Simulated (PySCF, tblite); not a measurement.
# C₅H₁₃OSi radical: geometry, infrared bands and EPR parameters

Wanted: the infrared bands and EPR parameters of C₅H₁₃OSi radical (`CC(C)O[Si](C)C`), by calculation.

The runs use tblite 0.8.0 and PySCF 2.14.0, with density-fitted response routines of our own; the level of theory stands in each step. All values are computed, except where a source is named. Atoms are numbered from 0 throughout.

### 1 The molecule as given

20 atoms, charge 0, multiplicity 2; geometry from: force field or distance geometry start.

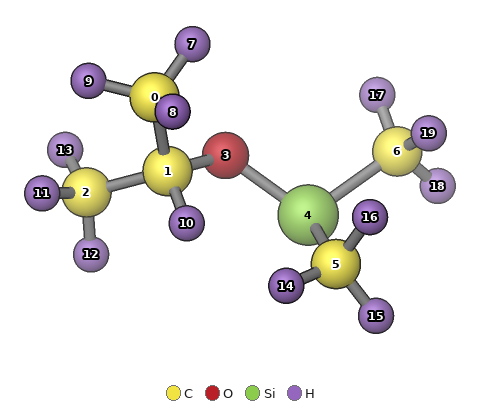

The starting geometry (carbon yellow, oxygen red, silicon green, hydrogen purple), atoms numbered.

### 2 Relaxing the molecule with GFN2-xTB

The job: settings as JSON, then the geometry in Å.

```
{"job": {"kind": "relax", "xc": "GFN2-xTB", "basis": "xTB"}, "charge": 0, "multiplicity": 2}
C     -1.769100    -0.266400     1.232600
C     -1.186300     0.032100    -0.151500
C     -2.319300     0.510800    -1.001600
O     -0.146800     0.921400    -0.063700
Si     1.354300     0.413300    -0.621300
C      1.673800    -1.402900    -0.615400
C      2.677100     1.214600     0.453000
H     -1.264300     0.370400     2.023900
H     -1.616600    -1.334400     1.499100
H     -2.871400    -0.052800     1.213200
H     -0.828900    -0.916600    -0.601800
H     -3.171000    -0.225400    -0.850700
H     -1.988300     0.456000    -2.055300
H     -2.654500     1.545200    -0.764400
H      0.843500    -2.037900    -0.891700
H      2.509900    -1.600400    -1.310000
H      1.977300    -1.659800     0.434900
H      2.276000     2.101100     1.003000
H      3.535500     1.505200    -0.144800
H      2.963900     0.437000     1.209300
```

On the command line:

```sh
OMP_NUM_THREADS=1 python probes_run.py task.json out
```

One launch serves the whole session: the jobs run in the order shown.

Output:

```text
step      E/eV     max force
  0    -628.06526    2.264
  1    -628.32865    0.899
  2    -628.40279    0.495
  3    -628.43963    0.414
  4    -628.47410    0.415
  5    -628.49565    0.373
  6    -628.51560    0.340
  7    -628.53423    0.356
  8    -628.55299    0.337
  9    -628.57077    0.344
 10    -628.58516    0.298
 11    -628.59445    0.211
 12    -628.60086    0.196
 13    -628.60727    0.211
 14    -628.61516    0.256
 15    -628.62322    0.224
 16    -628.62879    0.141
 17    -628.63213    0.131
 18    -628.63490    0.123
 19    -628.63812    0.169
 20    -628.64248    0.196
 21    -628.64788    0.217
 22    -628.65385    0.260
 23    -628.66040    0.245
 24    -628.66796    0.226
 25    -628.67626    0.235
 26    -628.68374    0.190
 27    -628.68891    0.182
 28    -628.69259    0.146
 29    -628.69645    0.142
 30    -628.70095    0.182
 31    -628.70541    0.179
 32    -628.70912    0.145
 33    -628.71194    0.131
 34    -628.71412    0.124
 35    -628.71614    0.111
 36    -628.71806    0.118
 37    -628.71994    0.151
 38    -628.72214    0.176
 39    -628.72447    0.162
 40    -628.72628    0.110
 41    -628.72765    0.117
 42    -628.72928    0.122
 43    -628.73299    0.223
 44    -628.73867    0.298
 45    -628.74549    0.265
 46    -628.75259    0.210
 47    -628.75947    0.214
 48    -628.76530    0.305
 49    -628.77100    0.299
 50    -628.77753    0.170
 51    -628.78351    0.150
 52    -628.78582    0.144
 53    -628.79075    0.126
 54    -628.79340    0.096
 55    -628.79534    0.111
 56    -628.79687    0.116
 57    -628.79859    0.104
 58    -628.80108    0.081
 59    -628.80316    0.097
 60    -628.80480    0.085
 61    -628.80648    0.097
 62    -628.80825    0.086
 63    -628.80952    0.080
 64    -628.81069    0.124
 65    -628.81156    0.085
 66    -628.81264    0.044
 67    -628.81312    0.040
 68    -628.81388    0.052
 69    -628.81434    0.039
 70    -628.81476    0.039
 71    -628.81509    0.035
 72    -628.81534    0.030
 73    -628.81553    0.028
 74    -628.81568    0.024
 75    -628.81580    0.024
 76    -628.81589    0.020
 77    -628.81597    0.020
 78    -628.81606    0.021
 79    -628.81617    0.024
 80    -628.81630    0.029
 81    -628.81643    0.031
 82    -628.81658    0.032
 83    -628.81673    0.027
 84    -628.81689    0.030
 85    -628.81707    0.034
 86    -628.81728    0.031
 87    -628.81756    0.042
 88    -628.81792    0.052
 89    -628.81832    0.050
 90    -628.81864    0.036
 91    -628.81882    0.025
 92    -628.81894    0.024
 93    -628.81906    0.025
 94    -628.81921    0.027
 95    -628.81937    0.025
 96    -628.81951    0.021
 97    -628.81961    0.026
 98    -628.81971    0.023
 99    -628.81982    0.021
100    -628.81992    0.017
101    -628.81998    0.017
102    -628.82003    0.017
103    -628.82008    0.020
104    -628.82016    0.025
105    -628.82026    0.026
106    -628.82035    0.018
107    -628.82041    0.014
108    -628.82045    0.015
109    -628.82050    0.015
110    -628.82057    0.018
111    -628.82066    0.019
112    -628.82076    0.022
113    -628.82087    0.026
114    -628.82101    0.032
115    -628.82123    0.037
116    -628.82153    0.040
117    -628.82188    0.040
118    -628.82220    0.035
119    -628.82247    0.037
120    -628.82270    0.047
121    -628.82293    0.031
122    -628.82313    0.032
123    -628.82332    0.027
124    -628.82349    0.026
125    -628.82359    0.026
126    -628.82369    0.022
127    -628.82378    0.016
128    -628.82384    0.013
129    -628.82388    0.011
130    -628.82390    0.013
131    -628.82392    0.014
132    -628.82395    0.014
133    -628.82398    0.017
134    -628.82402    0.018
135    -628.82407    0.022
136    -628.82415    0.026
137    -628.82426    0.028
138    -628.82441    0.030
139    -628.82459    0.029
140    -628.82481    0.031
141    -628.82508    0.033
142    -628.82539    0.039
143    -628.82568    0.044
144    -628.82594    0.041
145    -628.82621    0.035
146    -628.82647    0.024
147    -628.82657    0.041
148    -628.82676    0.030
149    -628.82684    0.020
150    -628.82693    0.022
151    -628.82696    0.016
152    -628.82700    0.015
153    -628.82702    0.012
154    -628.82704    0.009
```

Run time: 1.5 s. Hardware: 1 thread of AMD EPYC 7R43, shared host.

Along the way: (not every step is listed)

```csv
step,energy from step 0 (eV),largest force (eV/Å)
0,0.0000,2.2636
1,-0.2634,0.8994
2,-0.3375,0.4955
3,-0.3744,0.4139
4,-0.4088,0.4148
5,-0.4304,0.3730
6,-0.4503,0.3401
7,-0.4690,0.3562
8,-0.4877,0.3373
22,-0.5886,0.2597
36,-0.6528,0.1178
50,-0.7123,0.1698
64,-0.7454,0.1239
78,-0.7508,0.0209
92,-0.7537,0.0239
106,-0.7551,0.0177
120,-0.7574,0.0475
134,-0.7588,0.0183
148,-0.7615,0.0302
149,-0.7616,0.0203
150,-0.7617,0.0218
151,-0.7617,0.0161
152,-0.7617,0.0151
153,-0.7618,0.0117
154,-0.7618,0.0088
```

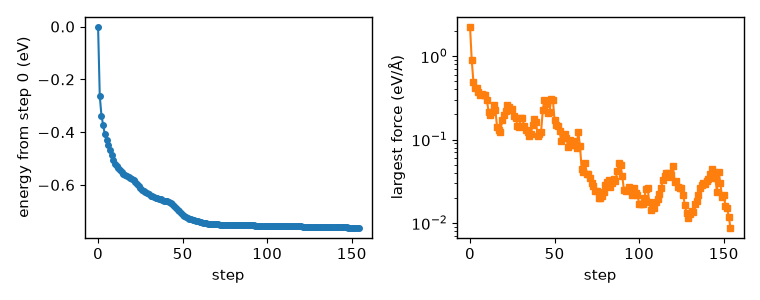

Energy and largest force along the relaxation.

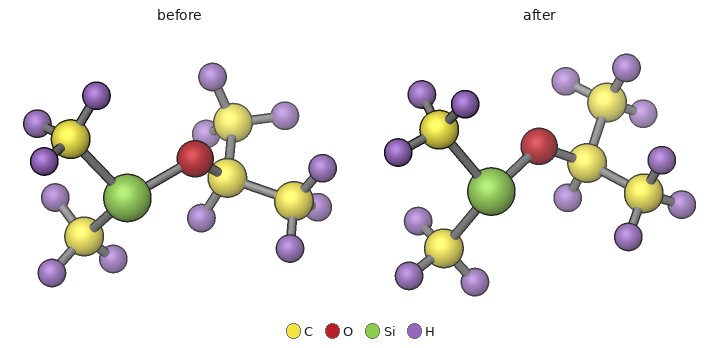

The geometry before (left) and after (right).

Close pairs (by a distance rule), those that changed most:

```csv
bond,before (Å),after (Å),change (Å)
Si4–C5,1.844,1.914,+0.070
C2–H11,1.136,1.086,-0.049
C0–H7,1.134,1.087,-0.047
O3–Si4,1.680,1.638,-0.042
C0–H9,1.123,1.087,-0.036
C6–H19,1.122,1.088,-0.034
C6–H17,1.118,1.084,-0.033
C5–H16,1.123,1.090,-0.033
```

The next job starts from the end point, and lists it.

### 3 Infrared spectrum with GFN2-xTB

The job: settings as JSON, then the geometry in Å.

```
{"job": {"kind": "ir", "xc": "GFN2-xTB", "basis": "xTB"}, "charge": 0, "multiplicity": 2}
C     -2.052770    -0.157661     1.460600
C     -1.290685    -0.221254     0.139678
C     -2.040468     0.508982    -0.971124
O     -0.034046     0.354276     0.339349
Si     1.295804     0.355074    -0.617154
C      1.826795    -1.435434    -1.035084
C      2.554673     1.273360     0.467145
H     -2.188273     0.880231     1.754425
H     -1.488467    -0.665894     2.238720
H     -3.025005    -0.632428     1.359996
H     -1.160732    -1.275130    -0.151156
H     -3.033030     0.086314    -1.100064
H     -1.487923     0.423738    -1.904024
H     -2.129304     1.562441    -0.717531
H      1.073689    -1.955340    -1.621489
H      2.754043    -1.457842    -1.597677
H      1.979581    -2.002166    -0.116362
H      2.334906     2.333195     0.531138
H      3.553704     1.164196     0.059345
H      2.552360     0.872020     1.478232
```

Output:

```text
mode    cm-1     km/mol
  1      23.9      0.11
  2      57.6      1.30
  3      90.1      0.07
  4      97.1      0.60
  5     112.3      0.05
  6     155.9      1.23
  7     183.6      0.02
  8     212.1      2.89
  9     228.4      3.78
 10     257.8      9.24
 11     325.7      1.45
 12     415.6      4.43
 13     465.7      5.94
 14     653.3      6.33
 15     730.2     47.76
 16     748.8     29.31
 17     788.5      1.67
 18     823.2    101.85
 19     843.3     95.91
 20     854.0     96.44
 21     913.8     48.68
 22     938.3      2.61
 23     969.4      1.28
 24    1036.4    154.13
 25    1145.9     14.70
 26    1165.4     40.06
 27    1177.3    207.80
 28    1322.5     15.94
 29    1331.4     20.91
 30    1356.0      3.68
 31    1363.9      3.24
 32    1390.9     13.23
 33    1403.6      7.73
 34    1473.2      1.20
 35    1479.5      0.51
 36    1482.6      2.72
 37    1483.3      0.80
 38    1488.4      0.83
 39    1492.6      0.81
 40    1497.0      1.44
 41    1499.3      3.26
 42    2851.9     70.12
 43    2977.8     26.71
 44    3004.5     31.06
 45    3031.2     25.87
 46    3032.5     32.62
 47    3037.7      8.22
 48    3040.1      7.65
 49    3042.9     24.42
 50    3044.2     30.78
 51    3045.7     75.15
 52    3055.0      4.07
 53    3058.8     61.45
 54    3059.7     19.78
```

Wall time 0.98 s (1 thread of AMD EPYC 7R43, shared host).

The strongest bands and the atoms that carry them (share of the mass-weighted mode):

```csv
cm⁻¹,km/mol,atoms
823,101.8,"H14 26 %, Si4 19 %, H15 14 %, C5 12 %"
843,95.9,"H17 27 %, H16 14 %, H19 14 %, C6 11 %"
854,96.4,"H18 24 %, H19 15 %, H15 12 %, C6 10 %"
1036,154.1,"O3 40 %, H9 13 %"
1177,207.8,"C1 41 %, O3 18 %"
2852,70.1,H10 93 %
3046,75.2,"H11 48 %, H9 20 %"
3059,61.5,"H18 50 %, H15 40 %"
```

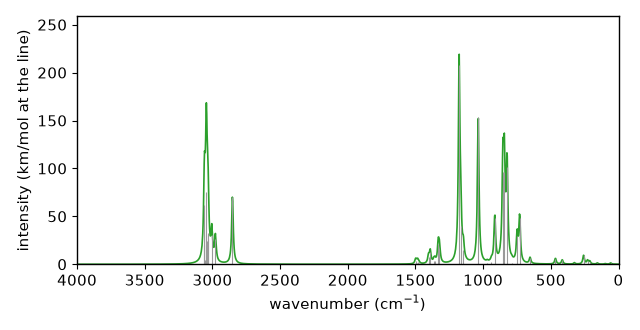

The infrared spectrum from these modes, unscaled. Lines are broadened to a width of 14 cm⁻¹ (Lorentzian).

### 4 g tensor and hyperfine couplings: B3LYP/pcH-1

Same as in step 3 but for these lines:

```diff
@@ -1,2 +1,2 @@
-{"job": {"kind": "ir", "xc": "GFN2-xTB", "basis": "xTB"}, "charge": 0, "multiplicity": 2}
+{"job": {"kind": "epr", "basis": "pcH-1"}, "charge": 0, "multiplicity": 2}
 C     -2.052770    -0.157661     1.460600
```

Method: UKS B3LYP, pcH-1 on C H O Si, non-relativistic, mean-field spin-orbit, GIAO.

Output:

```text
UKS, coarse grid
  cycle   1  E = -562.95866043  |g| = 6.52e-01
  cycle   2  E = -562.65169941  |g| = 1.09e+00
  cycle   3  E = -563.11573164  |g| = 1.91e-01
  cycle   4  E = -563.13013305  |g| = 4.14e-02
  cycle   5  E = -563.13092925  |g| = 6.45e-03
  cycle   6  E = -563.13095255  |g| = 2.72e-03
  cycle   7  E = -563.13095514  |g| = 7.64e-04
UKS, final grid
  cycle   1  E = -563.13097799  |g| = 8.31e-04
  cycle   2  E = -563.13097780  |g| = 1.11e-03
  cycle   3  E = -563.13097830  |g| = 1.49e-04
  cycle   4  E = -563.13097831  |g| = 3.45e-05
  cycle   5  E = -563.13097831  |g| = 1.15e-05
E = -563.13097831 Eh   <S^2> = 0.7512 (exact 0.7500)
g shifts (ppm)      1          2          3
  rmc          -164       -164       -164
  gc             33         63         83
  oz_so        -101         -1       1609
  total        -232       -102       1528
hyperfine (MHz)  atom isotope    a_iso     a_fc   dipolar eigenvalues
    0   13C       4.28       4.28     -0.46     -0.45      0.91
    1   13C      -1.95      -1.95     -0.78     -0.55      1.34
    2   13C      -1.15      -1.15     -1.76     -0.31      2.07
    3   17O     -15.06     -14.98    -33.80     16.45     17.35
    4  29Si    -543.29    -544.20   -145.65     72.17     73.48
    5   13C      71.85      71.84     -7.33     -6.80     14.13
    6   13C      55.59      55.58     -5.97     -5.22     11.19
    7    1H      -0.09      -0.09     -1.01     -0.99      2.00
    8    1H      -0.22      -0.22     -1.16     -0.94      2.10
    9    1H       0.58       0.58     -0.72     -0.64      1.36
   10    1H       1.24       1.24     -2.14     -1.63      3.76
   11    1H      -1.53      -1.53     -1.47     -0.89      2.37
   12    1H       1.25       1.25     -4.16     -2.35      6.50
   13    1H      -0.70      -0.70     -1.61     -1.34      2.95
   14    1H      -1.49      -1.49     -5.49     -2.78      8.28
   15    1H      -5.05      -5.05     -5.36     -2.36      7.73
   16    1H      45.59      45.59     -4.98     -0.18      5.16
   17    1H       3.39       3.40     -5.00     -2.92      7.92
   18    1H      -4.07      -4.07     -4.50     -2.08      6.58
   19    1H      38.54      38.54     -4.20     -0.49      4.68
```

Run time: 2.1 min. Hardware: 1 thread of AMD EPYC 7R43, shared host; peak memory 1.1 GiB.

Principal g values 2.00209, 2.00222, 2.00385; g(iso) = 2.00272, against 2.00232 for a free electron.

Hyperfine couplings; where a row names several nuclei, a(iso) is their mean (it holds for fast rotation or exchange) and the dipolar term the largest among them:

```csv
nuclei,isotope,a(iso) (MHz),"a(iso) (G, at g = 2.0023)",largest dipolar term (MHz)
Si4,29Si,-543.3,-193.9,-145.7
"C5, C6",13C,63.7,22.7,14.1
O3,17O,-15.1,-5.4,-33.8
"H14, H15, H16, H17, H18, H19",1H,12.8,4.6,8.3
C1,13C,-1.9,-0.7,1.3
"C0, C2",13C,1.6,0.6,2.1
H10,1H,1.2,0.4,3.8
"H7, H8, H9, H11, H12, H13",1H,-0.1,0.0,6.5
```

Mulliken spin populations:

C0 0.00; C1 -0.01; C2 0.01; O3 0.07; Si4 0.83; C5 0.04; C6 0.03; H7 0.00; H8 0.00; H9 0.00; H10 0.00; H11 0.00; H12 0.00; H13 0.00; H14 -0.01; H15 0.00; H16 0.03; H17 0.00; H18 0.00; H19 0.02

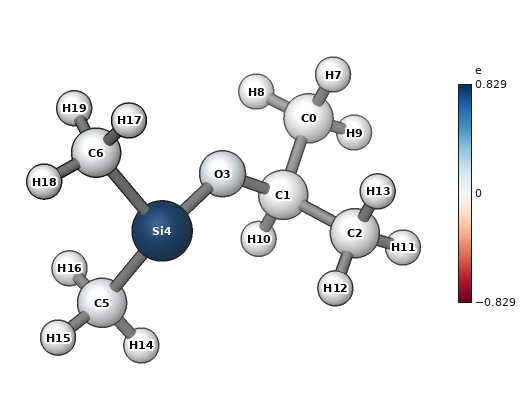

Mulliken spin populations, as colours on the atoms.

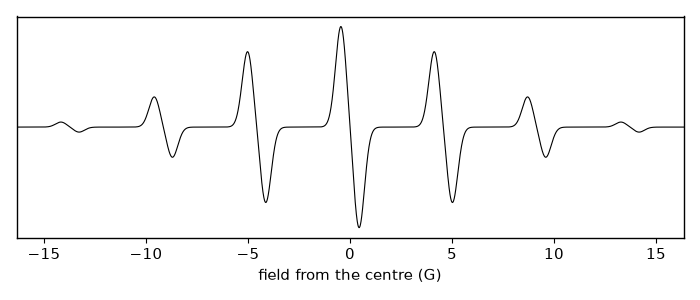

First-order isotropic spectrum (first derivative, main isotopes with spin only, couplings over 0.8 MHz, Gaussian width 0.3 G; couplings of the frozen geometry, rotation of groups not averaged beyond the rows shown).

Orbitals, density, ELF and potential are computed afterwards from the orbital file.

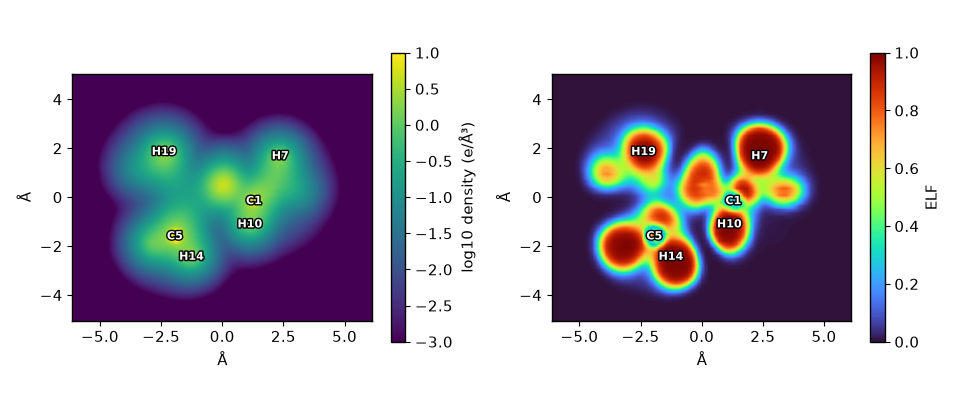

Density (left) and ELF (right) in a plane through or near 6 of the atoms.

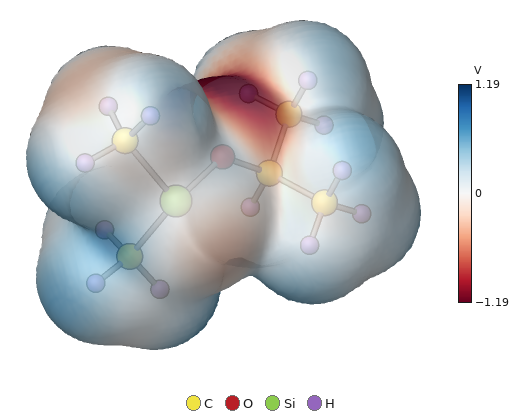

The potential that a unit positive charge feels on the 0.002 e/bohr³ surface, from -1.19 V near O3 to 0.68 V near H14.

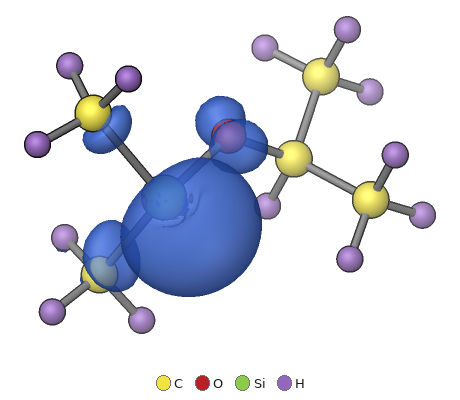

Spin density at ±0.04 e/Å³ (alpha excess blue, beta excess red).

### 5 What came out

| quantity | value |
| --- | --- |
| strongest single infrared mode (GFN2-xTB) | 1177 cm⁻¹, 208 km/mol |
| zero-point energy (GFN2-xTB) | 106.9 kcal/mol |
| g(iso) (B3LYP) | 2.00272 |
| ⟨S²⟩ | 0.751 (exact 0.75) |
| largest a(iso) (averaged by class) | 29Si on Si4, -543.3 MHz |
| potential on the surface of density 0.002 e/bohr³, 1st and 99th percentile | -1.19 V and 0.68 V |

Over 154 steps the energy fell by 0.762 eV; of the close pairs, Si4–C5 changed most, 1.844 to 1.914 Å. No mode is imaginary among the 54: a minimum at this level. The strongest single mode, at 1177 cm⁻¹, is spread over many atoms; the largest shares are those of C1, O3. Unscaled tight-binding wavenumbers are off by several per cent, some by more. Its intensities can rank the bands wrongly. Most of the unpaired spin sits on Si4 (0.83 e). The isotropic g lies 0.4 ppt above the free-electron value. These values are for one conformer; the search (at its own cheap level) found 2 more, at 0.85, 0.85 kcal/mol, and measured spectra average over such forms.
